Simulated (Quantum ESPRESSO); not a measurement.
One I site of KI in I4/mmm, with the coupling taken from a PBE PAW density (pw.x of a modified build of Quantum ESPRESSO, JTH datasets) with the all-electron reconstruction of Petrilli and co-workers (|Q| = 0.696 barn). The cell was made here from a computed Materials Project entry: strained by +1 % along the cube axis and by -0.5 % across it, atoms relaxed (PBE without dispersion, pw.x of Quantum ESPRESSO, symmetry kept). The parent is KI in Fm-3m. Stability against distortions was not tested. Cores are frozen. Against all-electron runs on small test molecules, this scheme's |Vzz| missed by +10 % on K. I had no test against all-electron runs. Spin–orbit coupling is left out, a limit on I.

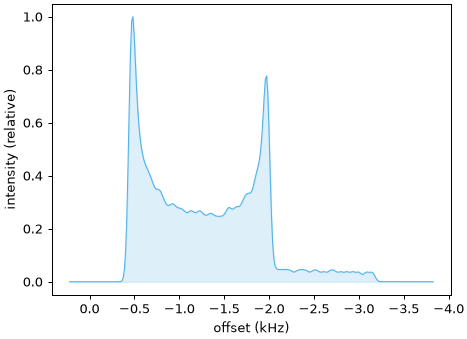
Figure. Simulated fast-MAS powder pattern of the ¹²⁷I central transition at 14.1 T (Larmor frequency ν0 = 120.9 MHz, I = 5/2), second-order quadrupolar broadening alone, zero at the isotropic chemical shift

Question: Estimate |C_Q| and η_Q from the pattern.

Answer: 
|C_Q| ≈ 5.1 MHz and η_Q ≈ 0.0. The pattern runs from -3.19 to -0.455 kHz before smoothing, a width that goes as C_Q²/ν0, with its centre of gravity at -1.27 kHz.
